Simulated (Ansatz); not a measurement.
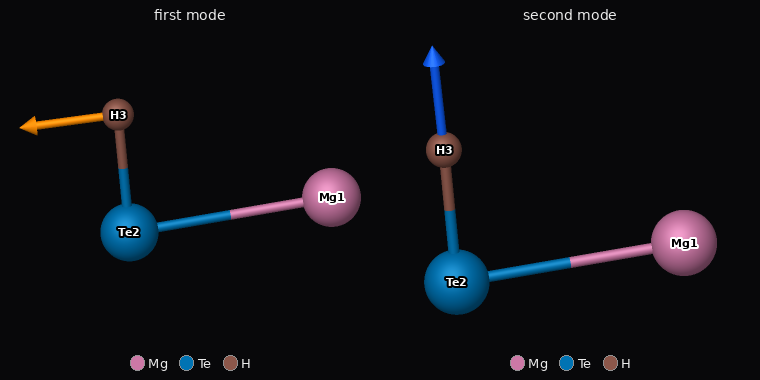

The system is HMgTe, SMILES [Mg][TeH], spin multiplicity 2; the picture shows the reference structure; its two panels give the patterns of the first and the second mode as arrows. The first coordinate is: normal mode 2 (376 cm⁻¹); the second: normal mode 3 (2180 cm⁻¹). Nothing is relaxed (straight displacements along the two mass-weighted modes). The scan uses an 11 × 11 grid. Energies: cm⁻¹, counted from the lowest grid point. Method: UKS BHLYP-D4/def2-TZVP in Ansatz.

Its coordinates:

```
atom    x (Å)    y (Å)    z (Å)
  Mg   1.2291  -1.2730   0.5366
  Te  -0.0188   1.0683   0.1068
   H  -1.2103   0.2047  -0.6434
```

Range: normal mode 2 (376 cm⁻¹) from −0.461 to 0.461 amu½·Å; normal mode 3 (2180 cm⁻¹) from −0.185 to 0.185 amu½·Å.

> Predict the map.

The lowest grid point is at normal mode 2 (376 cm⁻¹) = 0.000 amu½·Å, normal mode 3 (2180 cm⁻¹) = 0.000 amu½·Å. No other kind of well shows on this grid. The highest grid point, normal mode 2 (376 cm⁻¹) = 0.461 amu½·Å, normal mode 3 (2180 cm⁻¹) = 0.185 amu½·Å, lies 3294 cm⁻¹ above the lowest.

```csv
"normal mode 3 (2180 cm⁻¹) ↓, normal mode 2 (376 cm⁻¹) →",−0.461,−0.369,−0.277,−0.184,−0.092,0.000,0.092,0.184,0.277,0.369,0.461
0.185,3132,2665,2306,2052,1905,1861,1923,2093,2375,2773,3294
0.148,2465,2017,1675,1435,1295,1252,1308,1463,1725,2099,2594
0.111,1870,1448,1131,910,782,742,790,928,1164,1507,1966
0.074,1355,971,687,494,382,347,386,503,707,1009,1423
0.037,939,605,367,209,120,92,121,212,375,626,982
0.000,638,369,188,77,18,0,18,77,190,377,661
−0.037,471,285,179,128,107,103,108,128,180,288,482
−0.074,463,380,368,391,419,433,423,397,374,385,469
−0.111,637,684,788,904,994,1032,1005,922,808,701,649
−0.148,1023,1229,1475,1707,1874,1941,1895,1745,1520,1269,1052
−0.185,1655,2056,2478,2852,3114,3220,3151,2918,2559,2135,1718
```

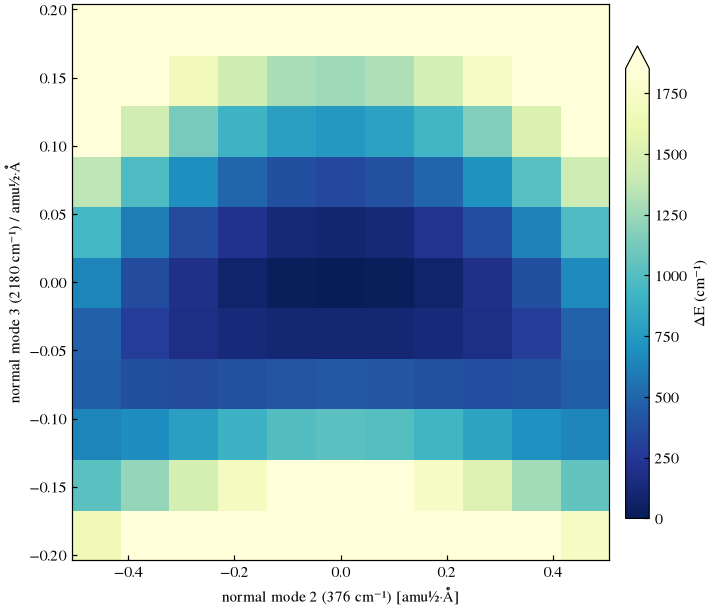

In the figure: one coloured cell a grid point, one colour for all values above the top of the scale.

Each point was launched as `ansatz run input.yaml --threads 1 --pin off --max-ram 2560MiB --backend cpu --events-out ev --progress --plain --runs-dir out`. The whole map (121 points run) took 9.6 min on 1 thread of Arm Neoverse V2, with other jobs on the host.
